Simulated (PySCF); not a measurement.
H12Si5, SMILES [SiH2]([SiH3])[SiH2][SiH2][SiH3] at its GFN2-xTB optimised geometry (Å):

```
17

Si     3.8447    -1.7325     0.0196
Si     1.5301    -1.8203     0.0396
Si     0.3638     0.1880     0.0000
Si    -1.9592     0.1880     0.0000
Si    -3.0441     2.2345     0.0000
H      4.3624    -0.9961     1.1765
H      4.5077    -3.0398     0.0379
H      4.3427    -1.0390    -1.1719
H      1.0635    -2.6450    -1.0896
H      1.0817    -2.5891     1.2148
H      0.8235     1.0093     1.1355
H      0.8240     0.9645    -1.1664
H     -2.4186    -0.6081    -1.1524
H     -2.4188    -0.6073     1.1530
H     -2.6943     3.0253     1.1836
H     -2.6663     3.0398    -1.1651
H     -4.5077     2.1521    -0.0177
```

Computed with CAM-B3LYP/def2-SVP (PySCF).

Map of the HOMO−1 amplitude (bohr^(-3/2)) on the plane z = 1.0 Å; orbital energy -9.85 eV, overall sign arbitrary:

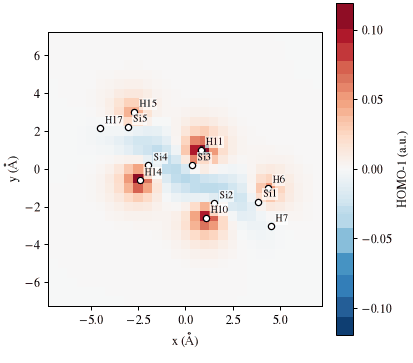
HOMO−1 amplitude (bohr^(-3/2)) on the plane z = 1.0 Å.
